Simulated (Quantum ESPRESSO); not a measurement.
# KNi2S2: parallel and opposed starts, part 2 of 2

Aim: find out which collinear order of KNi2S2 costs least.

Quantum ESPRESSO 7.5; PBEsol with U = 6 eV on Ni d (ortho-atomic projectors); plane waves with GBRV 1.5 PBEsol potentials, no spin-orbit coupling.

So far: Set-up; Run 1 (ferro ++).

**3. Run 2, typed as antiferro +−**

The input, pw.in:

```
&CONTROL
  calculation = 'scf'
  prefix = 'pwscf'
  outdir = './tmp'
  pseudo_dir = './pseudo'
  disk_io = 'nowf'
/
&SYSTEM
  ibrav = 0
  nat = 5
  ntyp = 4
  ecutwfc = 40
  ecutrho = 280
  nbnd = 38
  occupations = 'smearing'
  smearing = 'fd'
  degauss = 0.00367493
  nspin = 2
  starting_magnetization(1) = 0
  starting_magnetization(2) = 0.1111
  starting_magnetization(3) = -0.1111
  starting_magnetization(4) = 0
/
&ELECTRONS
  conv_thr = 1d-08
  electron_maxstep = 150
  mixing_beta = 0.3
/
ATOMIC_SPECIES
K      39.0983 k_pbesol_v1.4.uspp.F.UPF
Ni1    58.6934 ni_pbesol_v1.4.uspp.F.UPF
Ni2    58.6934 ni_pbesol_v1.4.uspp.F.UPF
S      32.0600 s_pbesol_v1.4.uspp.F.UPF
CELL_PARAMETERS angstrom
  -1.8955000000    1.8955000000    6.4145000000
   1.8955000000   -1.8955000000    6.4145000000
   1.8955000000    1.8955000000   -6.4145000000
ATOMIC_POSITIONS crystal
K       0.0000000000    0.0000000000    0.0000000000
Ni1     0.7500000000    0.2500000000    0.5000000000
Ni2     0.2500000000    0.7500000000    0.5000000000
S       0.3600000000    0.3600000000    0.0000000000
S       0.6400000000    0.6400000000    0.0000000000
K_POINTS automatic
8 8 8 0 0 0
HUBBARD {ortho-atomic}
U Ni1-3d 6.0000
U Ni2-3d 6.0000
```

Run with:

```sh
$ OMP_NUM_THREADS=1 mpirun -n 4 pw.x -nk 4 -in pw.in > pw.out
```

Log:

```text
[banner, memory and clock lines left out]
Program PWSCF v.7.5 starts

     Message from routine setup:
     using ibrav=0 with symmetry is DISCOURAGED, use correct ibrav instead

     bravais-lattice index     =            0
     lattice parameter (alat)  =      13.1376  a.u.
     unit-cell volume          =     622.1097 (a.u.)^3
     number of atoms/cell      =            5
     number of atomic types    =            4
     number of electrons       =        57.00
     number of Kohn-Sham states=           38
     kinetic-energy cutoff     =      40.0000  Ry
     charge density cutoff     =     280.0000  Ry
     scf convergence threshold =      1.0E-08
     mixing beta               =       0.3000
     number of iterations used =            8  plain     mixing
     Exchange-correlation= SLA  PW   PSX  PSC
                           (   1   4  10   8   0   0   0)
     Hubbard projectors: ortho-atomic
     Hubbard parameters of DFT+U (Dudarev formulation) in eV:
     U(Ni1-3d) =  6.0000
     U(Ni2-3d) =  6.0000

     Internal variables: lda_plus_u =T, lda_plus_u_kind = 0

     Internal variables: orbital_resolved =F, hub_pot_fix =F, apply_U = F

     celldm(1)=  13.137559  celldm(2)=   0.000000  celldm(3)=   0.000000
     celldm(4)=   0.000000  celldm(5)=   0.000000  celldm(6)=   0.000000

     crystal axes: (cart. coord. in units of alat)
               a(1) = (  -0.272652   0.272652   0.922671 )
               a(2) = (   0.272652  -0.272652   0.922671 )
               a(3) = (   0.272652   0.272652  -0.922671 )

     reciprocal axes: (cart. coord. in units 2 pi/alat)
               b(1) = ( -0.000000  1.833842  0.541905 )
               b(2) = (  1.833842 -0.000000  0.541905 )
               b(3) = (  1.833842  1.833842  0.000000 )

     PseudoPot. # 1 for K  read from file:
     k_pbesol_v1.4.uspp.F.UPF
     Pseudo is Ultrasoft + core correction, Zval =  9.0

     PseudoPot. # 2 for Ni read from file:
     ni_pbesol_v1.4.uspp.F.UPF
     Pseudo is Ultrasoft + core correction, Zval = 18.0

     PseudoPot. # 3 for Ni read from file:
     ni_pbesol_v1.4.uspp.F.UPF
     Pseudo is Ultrasoft + core correction, Zval = 18.0

     PseudoPot. # 4 for S  read from file:
     s_pbesol_v1.4.uspp.F.UPF
     Pseudo is Ultrasoft + core correction, Zval =  6.0

     atomic species   valence    mass     pseudopotential
     K                 9.00    39.09830     K ( 1.00)
     Ni1              18.00    58.69340     Ni( 1.00)
     Ni2              18.00    58.69340     Ni( 1.00)
     S                 6.00    32.06000     S ( 1.00)

     Starting magnetic structure
     atomic species   magnetization
     K               0.000
     Ni1             0.111
     Ni2            -0.111
     S               0.000

      8 Sym. Ops. (no inversion) found

   Cartesian axes

     site n.     atom                  positions (alat units)
         1        K      tau(   1) = (   0.0000000   0.0000000   0.0000000  )
         2        Ni1    tau(   2) = (   0.0000000   0.2726516   0.4613356  )
         3        Ni2    tau(   3) = (   0.2726516   0.0000000   0.4613356  )
         4        S      tau(   4) = (   0.0000000  -0.0000000   0.6643233  )
         5        S      tau(   5) = (   0.0000000   0.0000000   1.1810192  )

     number of k points=    59  Fermi-Dirac smearing, width (Ry)=  0.0037
                       cart. coord. in units 2pi/alat
        k(    1) = (   0.0000000   0.0000000   0.0000000), wk =   0.0019531
        k(    2) = (   0.2292303   0.2292303   0.0000000), wk =   0.0078125
        k(    3) = (   0.4584606   0.4584606   0.0000000), wk =   0.0078125
        k(    4) = (   0.6876909   0.6876909   0.0000000), wk =   0.0078125
        k(    5) = (  -0.9169212  -0.9169212   0.0000000), wk =   0.0039062
        [... 54 further k-points ...]

     Dense  grid:    49161 G-vectors     FFT dimensions: (  72,  72,  72)

     Smooth grid:    21333 G-vectors     FFT dimensions: (  54,  54,  54)

     Check: negative core charge=   -0.000007
     Generating pointlists ...
     new r_m :   0.1915 (alat units)  2.5153 (a.u.) for type    1
     new r_m :   0.1402 (alat units)  1.8421 (a.u.) for type    2
     new r_m :   0.1402 (alat units)  1.8421 (a.u.) for type    3
     new r_m :   0.1402 (alat units)  1.8421 (a.u.) for type    4

     Initial potential from superposition of free atoms

     starting charge      52.4963, renormalised to      57.0000

     STARTING HUBBARD OCCUPATIONS:

     =================== HUBBARD OCCUPATIONS ===================
     ------------------------ ATOM    2 ------------------------
     Tr[ns(  2)] (up, down, total) =   5.00000  3.00000  8.00000
     Atomic magnetic moment for atom   2 =   2.00000
     [... lines left out ...]
     ------------------------ ATOM    3 ------------------------
     Tr[ns(  3)] (up, down, total) =   3.00000  5.00000  8.00000
     Atomic magnetic moment for atom   3 =  -2.00000
     [... lines left out ...]
     Number of occupied Hubbard levels =   16.0000

     Atomic wfc used for Hubbard projectors are orthogonalized

     Starting wfcs are   42 randomized atomic wfcs

     Self-consistent Calculation

     iteration #  1     ecut=    40.00 Ry     beta= 0.30
     Davidson diagonalization with overlap
     ethr =  1.00E-02,  avg # of iterations =  6.6

     =================== HUBBARD OCCUPATIONS ===================
     ------------------------ ATOM    2 ------------------------
     Tr[ns(  2)] (up, down, total) =   1.76975  0.68262  2.45237
     Atomic magnetic moment for atom   2 =   1.08713
     [... lines left out ...]
     ------------------------ ATOM    3 ------------------------
     Tr[ns(  3)] (up, down, total) =   0.68146  1.76629  2.44775
     Atomic magnetic moment for atom   3 =  -1.08483
     [... lines left out ...]
     Number of occupied Hubbard levels =    4.9001

     total energy              =    -764.33400785 Ry
     estimated scf accuracy    <      81.45210778 Ry

     total magnetization       =     0.00 Bohr mag/cell
     absolute magnetization    =     2.66 Bohr mag/cell

     iteration #  2     ecut=    40.00 Ry     beta= 0.30
     Davidson diagonalization with overlap
     ethr =  1.00E-02,  avg # of iterations =  5.0

     total energy              =    -786.74172671 Ry
     estimated scf accuracy    <      54.47784637 Ry

     total magnetization       =     0.00 Bohr mag/cell
     absolute magnetization    =     0.25 Bohr mag/cell

     [... further iterations left out ...]

     iteration # 20     ecut=    40.00 Ry     beta= 0.30
     Davidson diagonalization with overlap
     ethr =  1.25E-10,  avg # of iterations =  2.9

     total energy              =    -790.90148606 Ry
     estimated scf accuracy    <       0.00000003 Ry

     total magnetization       =     0.00 Bohr mag/cell
     absolute magnetization    =     2.58 Bohr mag/cell

     iteration # 21     ecut=    40.00 Ry     beta= 0.30
     Davidson diagonalization with overlap
     ethr =  4.89E-11,  avg # of iterations =  2.6

     Magnetic moment per site  (integrated on atomic sphere of radius R)
     atom   1 (R=0.191)  charge=  7.9598  magn=  0.0000
     atom   2 (R=0.140)  charge= 16.3460  magn=  1.1851
     atom   3 (R=0.140)  charge= 16.3459  magn= -1.1849
     atom   4 (R=0.140)  charge=  3.9877  magn= -0.0000
     atom   5 (R=0.140)  charge=  3.9877  magn= -0.0000

     End of self-consistent calculation

     =================== HUBBARD OCCUPATIONS ===================
     ------------------------ ATOM    2 ------------------------
     Tr[ns(  2)] (up, down, total) =   4.87012  3.67951  8.54962
     Atomic magnetic moment for atom   2 =   1.19061
     [... lines left out ...]
     ------------------------ ATOM    3 ------------------------
     Tr[ns(  3)] (up, down, total) =   3.67961  4.87006  8.54967
     Atomic magnetic moment for atom   3 =  -1.19045
     [... lines left out ...]
     Number of occupied Hubbard levels =   17.0993

     Number of k-points >= 100: set verbosity='high' to print the bands.

     the Fermi energy is     8.9523 ev

!    total energy              =    -790.90148629 Ry
     estimated scf accuracy    <          9.8E-09 Ry
     smearing contrib. (-TS)   =      -0.00143466 Ry
     internal energy E=F+TS    =    -790.90005163 Ry

     The total energy is F=E-TS. E is the sum of the following terms:
     one-electron contribution =    -742.89224484 Ry
     hartree contribution      =     393.47532821 Ry
     xc contribution           =     -96.29993256 Ry
     ewald contribution        =    -345.49353848 Ry
     Hubbard energy            =       0.31033603 Ry

     total magnetization       =     0.00 Bohr mag/cell
     absolute magnetization    =     2.58 Bohr mag/cell

     convergence has been achieved in  21 iterations
```

Run time: 4.8 min. Hardware: 4 MPI ranks of Arm Neoverse V2, shared host; peak memory 0.97 GiB.

Spin moment in the atom's sphere by atom:

| atom | spin moment in the atom's sphere (μB) |
| --- | --- |
| K1 | 0.00 |
| Ni2 | 1.19 |
| Ni3 | -1.18 |
| S4 | 0.00 |
| S5 | 0.00 |

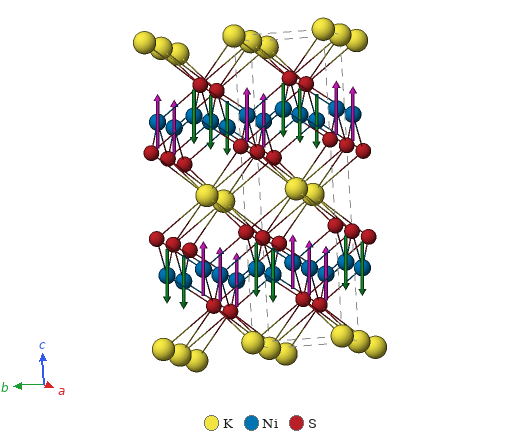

Spin moment in the atom's sphere as arrows, the longest 1.19 μB. Up and down stand for the sign. Arrows give size and sign along the axis of quantisation, drawn up and down the page. The two directions have two colours. 2×2×1 conventional cells are drawn. Some periodic images of atoms are drawn too.

Read from the output:

```
smearing term TS       : 0.01952 eV
magnetization          : 0 μB
absolute magnetization : 2.576 μB
final state            : antiferromagnetic
```

**4. Run 3, typed as antiferro q=(0,0,1/2) +−−+**

The cell is doubled to 10 atoms to hold this order. The wavevector q is in fractions of the reciprocal vectors of the crystal's primitive cell, as the cells of these inputs are built from it; moments change sign between cells as cos(2π q·R).

Edit pw.in of step 3 so:

```diff
@@ -9,3 +9,3 @@
   ibrav = 0
-  nat = 5
+  nat = 10
   ntyp = 4
@@ -13,3 +13,3 @@
   ecutrho = 280
-  nbnd = 38
+  nbnd = 72
   occupations = 'smearing'
@@ -24,3 +24,3 @@
 &ELECTRONS
-  conv_thr = 1d-08
+  conv_thr = 2d-08
   electron_maxstep = 150
@@ -36,11 +36,16 @@
    1.8955000000   -1.8955000000    6.4145000000
-   1.8955000000    1.8955000000   -6.4145000000
+   3.7910000000    3.7910000000  -12.8290000000
 ATOMIC_POSITIONS crystal
 K       0.0000000000    0.0000000000    0.0000000000
-Ni1     0.7500000000    0.2500000000    0.5000000000
-Ni2     0.2500000000    0.7500000000    0.5000000000
+K       0.0000000000    0.0000000000    0.5000000000
+Ni1     0.7500000000    0.2500000000    0.2500000000
+Ni2     0.7500000000    0.2500000000    0.7500000000
+Ni2     0.2500000000    0.7500000000    0.2500000000
+Ni1     0.2500000000    0.7500000000    0.7500000000
 S       0.3600000000    0.3600000000    0.0000000000
+S       0.3600000000    0.3600000000    0.5000000000
 S       0.6400000000    0.6400000000    0.0000000000
+S       0.6400000000    0.6400000000    0.5000000000
 K_POINTS automatic
-8 8 8 0 0 0
+8 8 4 0 0 0
 HUBBARD {ortho-atomic}
```

Log:

```text
     [... lines left out ...]
Program PWSCF v.7.5 starts
     [... lines left out ...]
     number of atoms/cell      =           10
     [... lines left out ...]
     number of electrons       =       114.00
     number of Kohn-Sham states=           72
     kinetic-energy cutoff     =      40.0000  Ry
     charge density cutoff     =     280.0000  Ry
     scf convergence threshold =      2.0E-08
     [... lines left out ...]
      8 Sym. Ops., with inversion, found ( 4 have fractional translation)
     [... lines left out ...]
     number of k points=    55  Fermi-Dirac smearing, width (Ry)=  0.0037
     [... lines left out ...]
     iteration #126     ecut=    40.00 Ry     beta= 0.30
     [... lines left out ...]
[key lines of the parts left out:]
total energy              =   -1581.72426431 Ry
total magnetization       =     0.02 Bohr mag/cell
```

The job ended after 1.7 h (4 MPI ranks; peak memory 2.1 GiB).

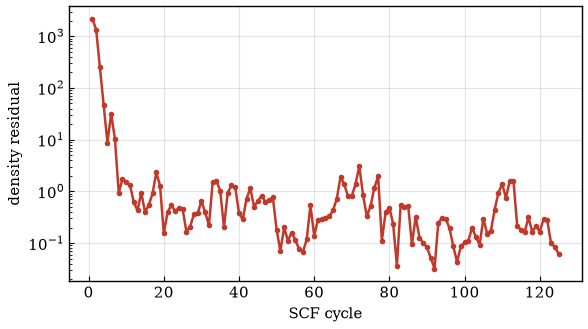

Residual by cycle in this run.

The run was cut off at its time limit.

After 125 cycles the residual stands at 0.062.

**5. Energies of the orders**

An order is kept where moments of 0.15 μB or more survive with the typed signs; meshes match where a doubled cell samples the same k points as the first cell.

Orders:

| start | final state | typed order kept | energy over the lowest (meV a seeded atom) | largest site moment (μB) | net moment (μB a cell of the first run) | mesh matched | CPU time (s) |
| --- | --- | --- | --- | --- | --- | --- | --- |
| ferro ++ | ferromagnetic | yes | 221 | 1.13 | 2.999 | yes | 1173 |
| antiferro +- | antiferromagnetic | yes | 0 | 1.185 | 0 | yes | 1156 |

**6. Fillings of the first corrected shells**

| start | type | spin | occupation numbers |
| --- | --- | --- | --- |
| ferro ++ | Ni | up | 0.972 0.976 0.978 0.978 0.979 |
| ferro ++ | Ni | down | 0.623 0.623 0.680 0.916 0.926 |
| ferro ++ | Ni | up | 0.972 0.976 0.978 0.978 0.979 |
| ferro ++ | Ni | down | 0.623 0.623 0.680 0.916 0.926 |
| antiferro +- | Ni1 | up | 0.963 0.965 0.980 0.981 0.981 |
| antiferro +- | Ni1 | down | 0.392 0.392 0.961 0.965 0.970 |
| antiferro +- | Ni2 | up | 0.392 0.392 0.960 0.965 0.970 |
| antiferro +- | Ni2 | down | 0.963 0.965 0.980 0.981 0.981 |

**7. Results**

* moments, largest by run: 1.13, 1.19 μB
* spread of the energies of the runs with moments: 221 meV a seeded atom

**Reading.** Under a U these runs seem to end in unlike orbital states: the fillings of their corrected shells differ, or their energies lie too far apart for exchange alone. The differences are then no exchange energies, and the ranking says little of the magnetic order. Seeding all runs from one set of occupation matrices is the usual remedy.

[Logs and program files are shortened in this print: banners, set-up blocks, solver, clock and traceback lines can be left out without a mark of their own.]

[Logs are printed without paths, hosts, clocks, repeated set-up lines and the standing remarks that a program may print on its own settings, such as how far it seeks lower states.]

[Hosts, paths, dates, database ids (printed as entryN), source tags and the programs' standing remarks are cut or masked in the printed files.]

[Where a cell is said to come from a database of computed structures, the database is the Materials Project.]
